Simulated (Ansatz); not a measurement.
# Ti(0001) with 2 thermally displaced layers, 2x2: scattering by thermal displacements

How much do lattice vibrations at 500 K scatter the electrons of Ti? Layers with random displacements are laid between perfect leads, and the resistance is followed against their length.

Program: Ansatz 0.2.0. Level of theory: Ansatz plane-wave DFT, PBE, PAW files; ballistic transport by layer matching (Landauer), zero bias; PAW set soft_1. Results are calculated unless marked as measured.

## Step 1: Set-up

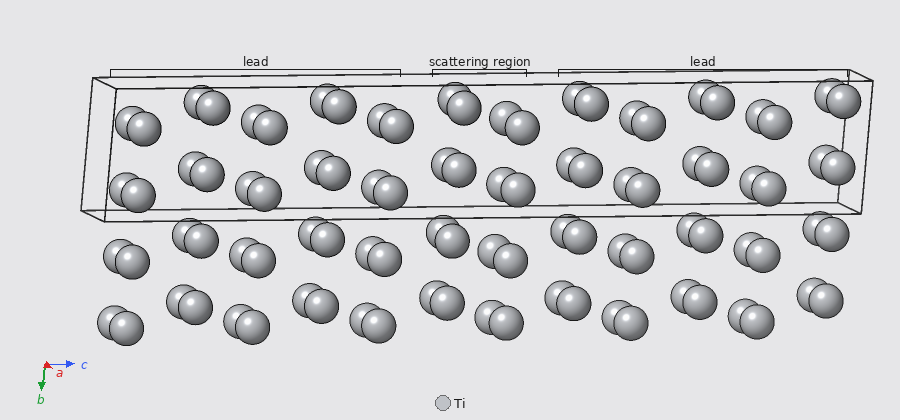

The starting structure, seen from the side, with the c axis across the page (titanium light grey). 1×2×1 cells are drawn.

The cell holds 48 atoms: 48 Ti. Its edges and angles: a = 5.900 Å, b = 5.900 Å, c = 28.116 Å, α = 90.0°, β = 90.0°, γ = 120.0°. It derives from Ti. Regions: lead, 40 atoms (40 Ti); scattering region, 8 atoms (8 Ti). The structure is stacked along c, and the current runs across the ab planes.

## Step 2: With 2 displaced layers

Each atom of 2 layers is moved at random, by amounts drawn from a normal law 0.0937 Å wide in each direction from the Debye model (420 K) at 500 K. The layers about the cell's end stay perfect and serve as the lead. Disorder leaves little or no symmetry, which makes such runs dear. Energies from -0.05 to 0.05 eV in steps of 0.05 eV are too few for the program's thermal sum, so it prints no conductance; for a metal the transmission near the Fermi level serves, at a fraction of the cost.

Contents of input.yaml:

```yaml
crystal:
  lattice:
    - [5.9, 0.0, 0.0]
    - [-2.95, 5.1095498823, 0.0]
    - [0.0, 0.0, 28.116]
  atoms:
    - { symbol: Ti, position: [0.1666666667, 0.3333333333, 0.0416666667] }
    - { symbol: Ti, position: [0.1666666667, 0.8333333333, 0.0416666667] }
    - { symbol: Ti, position: [0.6666666667, 0.3333333333, 0.0416666667] }
    - { symbol: Ti, position: [0.6666666667, 0.8333333333, 0.0416666667] }
    - { symbol: Ti, position: [0.3333333333, 0.1666666667, 0.125] }
    - { symbol: Ti, position: [0.3333333333, 0.6666666667, 0.125] }
    - { symbol: Ti, position: [0.8333333333, 0.1666666667, 0.125] }
    - { symbol: Ti, position: [0.8333333333, 0.6666666667, 0.125] }
    - { symbol: Ti, position: [0.1666666667, 0.3333333333, 0.2083333333] }
    - { symbol: Ti, position: [0.1666666667, 0.8333333333, 0.2083333333] }
    - { symbol: Ti, position: [0.6666666667, 0.3333333333, 0.2083333333] }
    - { symbol: Ti, position: [0.6666666667, 0.8333333333, 0.2083333333] }
    - { symbol: Ti, position: [0.3333333333, 0.1666666667, 0.2916666667] }
    - { symbol: Ti, position: [0.3333333333, 0.6666666667, 0.2916666667] }
    - { symbol: Ti, position: [0.8333333333, 0.1666666667, 0.2916666667] }
    - { symbol: Ti, position: [0.8333333333, 0.6666666667, 0.2916666667] }
    - { symbol: Ti, position: [0.1666666667, 0.3333333333, 0.375] }
    - { symbol: Ti, position: [0.1666666667, 0.8333333333, 0.375] }
    - { symbol: Ti, position: [0.6666666667, 0.3333333333, 0.375] }
    - { symbol: Ti, position: [0.6666666667, 0.8333333333, 0.375] }
    - { symbol: Ti, position: [0.3341190588, 0.1642433522, 0.4604682787] }
    - { symbol: Ti, position: [0.3300866788, 0.6568404171, 0.4595387649] }
    - { symbol: Ti, position: [0.8627355795, 0.1840397972, 0.4559873259] }
    - { symbol: Ti, position: [0.8075138886, 0.6552334007, 0.4584710997] }
    - { symbol: Ti, position: [0.1277238854, 0.3293198474, 0.5375132349] }
    - { symbol: Ti, position: [0.1500417705, 0.8233495171, 0.5406122325] }
    - { symbol: Ti, position: [0.6827678006, 0.3524570635, 0.541238177] }
    - { symbol: Ti, position: [0.6822735352, 0.8211310884, 0.5428384784] }
    - { symbol: Ti, position: [0.3333333333, 0.1666666667, 0.625] }
    - { symbol: Ti, position: [0.3333333333, 0.6666666667, 0.625] }
    - { symbol: Ti, position: [0.8333333333, 0.1666666667, 0.625] }
    - { symbol: Ti, position: [0.8333333333, 0.6666666667, 0.625] }
    - { symbol: Ti, position: [0.1666666667, 0.3333333333, 0.7083333333] }
    - { symbol: Ti, position: [0.1666666667, 0.8333333333, 0.7083333333] }
    - { symbol: Ti, position: [0.6666666667, 0.3333333333, 0.7083333333] }
    - { symbol: Ti, position: [0.6666666667, 0.8333333333, 0.7083333333] }
    - { symbol: Ti, position: [0.3333333333, 0.1666666667, 0.7916666667] }
    - { symbol: Ti, position: [0.3333333333, 0.6666666667, 0.7916666667] }
    - { symbol: Ti, position: [0.8333333333, 0.1666666667, 0.7916666667] }
    - { symbol: Ti, position: [0.8333333333, 0.6666666667, 0.7916666667] }
    - { symbol: Ti, position: [0.1666666667, 0.3333333333, 0.875] }
    - { symbol: Ti, position: [0.1666666667, 0.8333333333, 0.875] }
    - { symbol: Ti, position: [0.6666666667, 0.3333333333, 0.875] }
    - { symbol: Ti, position: [0.6666666667, 0.8333333333, 0.875] }
    - { symbol: Ti, position: [0.3333333333, 0.1666666667, 0.9583333333] }
    - { symbol: Ti, position: [0.3333333333, 0.6666666667, 0.9583333333] }
    - { symbol: Ti, position: [0.8333333333, 0.1666666667, 0.9583333333] }
    - { symbol: Ti, position: [0.8333333333, 0.6666666667, 0.9583333333] }
kpoints:
  mp_grid: { grid: [4, 4, 1] }
hamiltonian:
  xc: pbe
  pseudopotentials: { kind: paw, azcp: { folder: soft_1 } }
scf:
  occupations: { method: fermi_dirac, width: 0.1 }
output:
  transmission: { leads: [[0, 8]], kmesh: [8, 8], e_range: [-0.05, 0.05], de: 0.05 }
  write_potential: true
  write_density: true
  volumetric_format: npy
  elf: true
```

Command:

```
$ ansatz run input.yaml --threads 4 --pin off --max-ram 15360MiB --backend cpu --events-out ev --progress --plain --runs-dir out
```

Numbers of over 12 decimals in the logs are rounded to 6 here.

What it wrote:

```text
Engine: ansatz 0.2.0, x86_64-unknown-linux-gnu
Pseudopotentials: kind: paw
Pseudopotential: Ti, paw, valence charge 12, recommended cutoff 420 eV (normal), soft_1/Ti.paw.azcp
Functional definition: PBE
  parameter kappa = 0.804
  parameter beta = 0.066725
  exchange = pbe_x(kappa = kappa, mu = beta*pi^2/3)
  correlation = pbe_c(beta = beta)
Crystal: 48 atoms, lattice volume = 847.595 Å³
Basis set: ecut = 420 eV, 16425 PW (Γ)
Bands: 346, of which v1, the nominal top of the filled ones, is band 288 counted from 1 (287 counted from 0)
Symmetry: 1 space group operations
Space group: P1 (ITA 1), of the structure as read, at distance tolerance 9.5e-5 Å
k-points: 10 of 16 (time reversal used)
Non-local potential: Ti, projectors of the file, l = 0: 3, l = 1: 2, l = 2: 3, l = 3: 1
PAW form: soft (Blöchl's): semilocal exchange-correlation on the pseudo side does not see the compensation charge
PAW one-centre angular grid: Ti, 590 points (default); XC on 64 Gauss nodes
Initial density: superposition of atomic densities (chi_scale 0.1, normalization cell)
Initial wavefunctions: pseudopotential atomic-orbital guess
Functional: x = pbe(κ = 0.804, μ = 0.219515), c = pbe(β = 0.066725)
SCF iter   1: F=—  HF=-119994.075125 eV  |F-HF|=—  |Δ(HF+E_count)|=         —  Δρ=5.87e-2  dr2=3.70e1  ethr=3.10e-3  ⟨swp⟩=7.7  Hψ=12662  notcnv=0
preconditioner: auto → Kerker (q_TF=auto, 2.558 Å⁻¹)  [metal: Δε(μ)=0.025 eV  Ē_g=2.560 eV  σ=0.100 eV  W_gap=0.06  n_scr=268 (ndim 8)  ℏωp=17.7 eV  f_vac=0.000  D(μ)=44.38/eV (n_scr^D=392)]
SCF iter   2: F=—  HF=-119986.232806 eV  |F-HF|=—  |Δ(HF+E_count)|=    7.84e0  Δρ=2.62e-2  dr2=8.05e0  ethr=3.10e-3  ⟨swp⟩=2.1  Hψ=5398  notcnv=0
SCF iter   3: F=—  HF=-119984.375570 eV  |F-HF|=—  |Δ(HF+E_count)|=    1.86e0  Δρ=5.78e-3  dr2=2.61e-1  ethr=1.40e-3  ⟨swp⟩=4.5  Hψ=5731  notcnv=0
SCF iter   4: F=—  HF=-119984.368259 eV  |F-HF|=—  |Δ(HF+E_count)|=   7.31e-3  Δρ=1.20e-3  dr2=1.47e-2  ethr=4.52e-5  ⟨swp⟩=3.8  Hψ=5059  notcnv=0  defer=1
SCF iter   5: F=—  HF=-119984.367850 eV  |F-HF|=—  |Δ(HF+E_count)|=   4.09e-4  Δρ=3.14e-4  dr2=1.16e-3  ethr=2.55e-6  ⟨swp⟩=2.0  Hψ=4397  notcnv=0
SCF iter   6: F=—  HF=-119984.367808 eV  |F-HF|=—  |Δ(HF+E_count)|=   4.23e-5  Δρ=7.09e-5  dr2=5.50e-5  ethr=2.01e-7  ⟨swp⟩=2.0  Hψ=4275  notcnv=0
SCF iter   7: F=—  HF=-119984.369101 eV  |F-HF|=—  |Δ(HF+E_count)|=   1.29e-3  Δρ=2.37e-5  dr2=7.44e-6  ethr=9.56e-9  ⟨swp⟩=2.0  Hψ=4733  notcnv=0
SCF iter   8: F=—  HF=-119984.369100 eV  |F-HF|=—  |Δ(HF+E_count)|=   6.70e-7  Δρ=6.96e-6  dr2=6.44e-7  ethr=1.29e-9  ⟨swp⟩=2.0  Hψ=4498  notcnv=0
SCF iter   9: F=-119984.369100 eV  HF=-119984.369100 eV  |F-HF|=3.57e-8  |Δ(HF+E_count)|=   5.04e-8  Δρ=1.96e-6  dr2=4.75e-8  ethr=1.74e-11  ⟨swp⟩=7.8  Hψ=8160  notcnv=0
SCF 1 converged in 9 iterations: F = -119984.369100 eV  dr2 = 4.75e-8
  greatest PAW one-centre occupation: 0.999 electrons in one spin orbital (limit 2), on the Ti atom at site 29 (counted from 0), in its partial waves of l = 0
transmission: 123 of 1190 steps passed
transmission: 246 of 1190 steps passed
[...]
transmission: 1190 of 1190 steps passed
SCF converged after 9 iterations
Free energy (F): -119984.369100 eV
Harris-Foulkes:  -119984.369100 eV  (|F-HF|=3.57e-8)
Internal energy: -119982.491216 eV  (E = F + TS)
E sigma→0 (E₀):  -119983.430158 eV
Entropy (-TS):   -1.877883 eV (-39.123 meV/atom)
Fermi energy:    13.004650 eV
--- Per-component energies (eV) ---
  E_band       = -7762.550408
  E_kinetic    = 13474.939486
  E_local      = -42427.637376  (includes V_loc(G=0)·N_el)
  E_nonlocal   = 2899.189774
  E_hartree    = 16801.540380
  E_xc         = -5568.939534
  E_vxc        = -6972.632777  (∫ρ·V_xc dr)
  E_paw        = -50019.677681  (= ΣΔE_a)
  E_vpaw       = -8339.461791  (= ΣTr[D̂ρ^β])
  E_aug_tail   = -0.003886  (compensation charges beyond the density's cutoff)
  E_ewald      = -55141.902379
  E_smearing   = -1.877883  (= −TS)
  E_closure    = 0.000000  (closes the sum)
  Σ components = -119984.369100   (vs F -119984.369100, Δ=0.00e0)
--- Band table (eV; the first three rows and the last of 10) ---
  k-point 0: bands = [... 284 lower, 13.5227, 13.5283, 13.5397, 13.5742, 13.5950, 13.6148, 13.6236, 13.6407, ... 54 higher]
  k-point 1: bands = [... 284 lower, 13.2416, 13.2522, 13.2702, 13.2758, 13.2833, 13.2857, 13.2992, 13.3247, ... 54 higher]
  k-point 2: bands = [... 284 lower, 12.7730, 12.7812, 12.8339, 12.8635, 12.8738, 12.9043, 12.9245, 12.9337, ... 54 higher]
  k-point 9: bands = [... 284 lower, 12.7659, 12.7888, 12.8232, 12.8582, 12.8972, 12.9077, 12.9311, 12.9346, ... 54 higher]
--- Transmission ---
  basis      : 253 plane waves across, 35 finite elements along
  points     : 34, standing for a mesh of 8 x 8
  energies   : 3 from -0.050000 to 0.050000 eV about the Fermi level, 0.050000 eV apart; the leads are filled to 0.000000 eV, and channels, transmission and decay are at 0.000000 eV
  crystal 0  : Ti8, at the sites [0, 8], period 4.6860 Å, over 23.43 Å; its Hamiltonian steps by up to 6.2 meV
    offset         : up to 0.0000 Å between an atom of the period and one for which it stands
    channels       : 2.656250e0 a spin
    conductance    : none, the energies end too early or step too widely for 300 K: set another output.transmission.e_range or a lower de, or, where they end at an eighth of basis.ecutwfc, a higher one
  junction   : crystal 0 to crystal 0, 0.70 to 24.13 Å
    transmission   : 2.100157e0 a spin
    conductance    : none, the energies end too early or step too widely for 300 K: set another output.transmission.e_range or a lower de, or, where they end at an eighth of basis.ecutwfc, a higher one
```

Elapsed: 5.6 min, on 4 threads of Intel Xeon Platinum 8488C (Sapphire Rapids), shared host; peak memory 5.9 GiB; 19 min of CPU time.

Reading the cycles: dr2 is the Hartree energy of the density residual (eV), the measure of convergence; HF is the Harris–Foulkes estimate of the energy, which meets the free energy F at convergence.

Numbers from this step:

```yaml
free_energy: -119984.3691 eV
energy_at_zero_smearing: -119983.4302 eV
fermi_energy: 13.00 eV
cell_area: 30.15 Å²
transmission_per_spin_nearest_the_fermi_level: 2.100
open_channels_per_spin_nearest_the_fermi_level: 2.656
step_of_the_lead_s_potential: 6.2 meV
```

Per spin. Table of transmission, zone mean by energy, zero at the Fermi level:

```
energy (eV)  transmission, zone mean
    -0.0500                     1.84
     0.0000                     2.10
     0.0500                     2.20
```

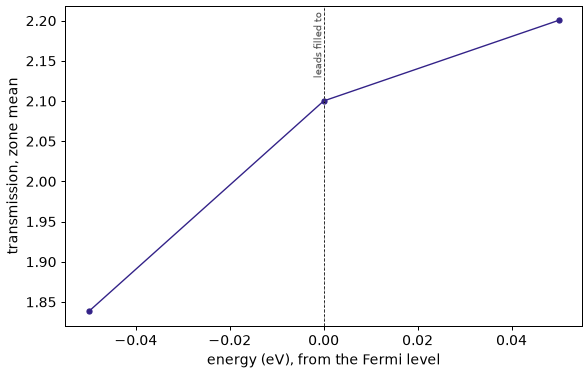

Transmission, zone mean, plotted against energy.

Per spin. Table of open channels, zone mean, lead by energy, zero at the Fermi level:

```
energy (eV)  open channels, zone mean, lead
    -0.0500                            2.25
     0.0000                            2.66
     0.0500                            3.22
```

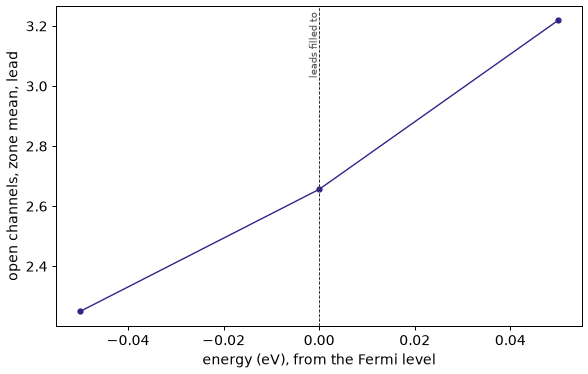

Open channels, zone mean, lead, plotted against energy.

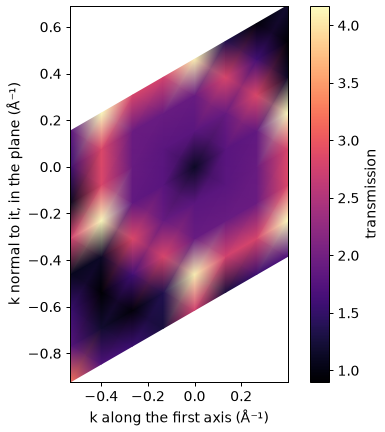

Transmission over k1 and k2. At 0.0000 eV from the Fermi level.

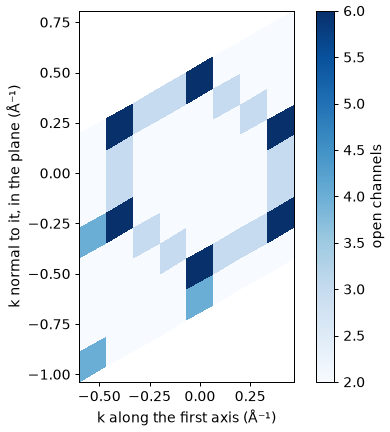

Open channels over k1 and k2. At 0.0000 eV from the Fermi level.

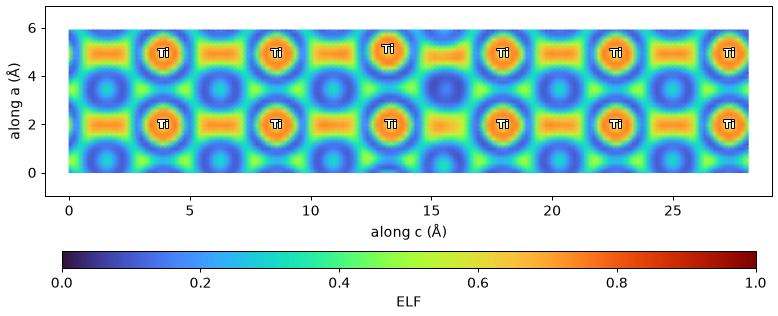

ELF in the ca plane at fractional y = 0.164, with atoms of Ti within 0.2 Å of it. It is the smooth field of the valence electrons, not physical close to the nuclei.

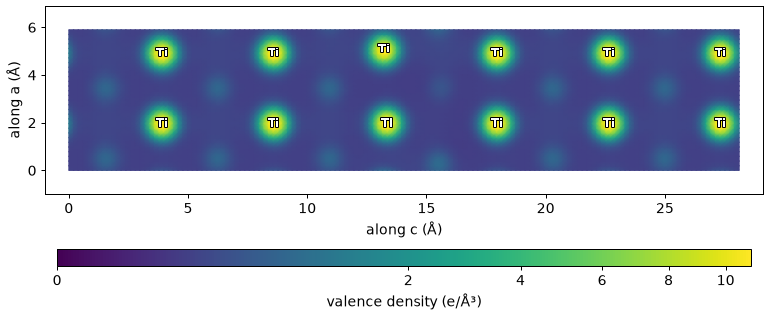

Valence density in the ca plane at fractional y = 0.164, with atoms of Ti within 0.2 Å of it. It is the smooth field of the valence electrons, not physical close to the nuclei. The colour scale is stretched toward low values.

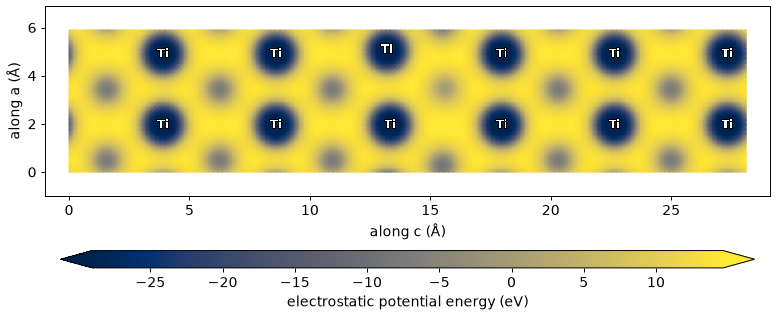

Electrostatic potential energy in the ca plane at fractional y = 0.164, with atoms of Ti within 0.2 Å of it. With pseudopotentials it is smooth inside the atoms' cores, unlike the true potential.

Over the solved energies the transmission per spin lies between 1.84 and 2.20, out of 2.71 channels of the lead on average (up to 3.22).

(Part 1 of 2 ends here.)

[Logs are printed without paths, hosts, clocks, repeated set-up lines and the standing remarks that a program may print on its own settings, such as how far it seeks lower states.]

[Hosts, paths, dates, database ids (printed as entryN), source tags and the programs' standing remarks are cut or masked in the printed files.]
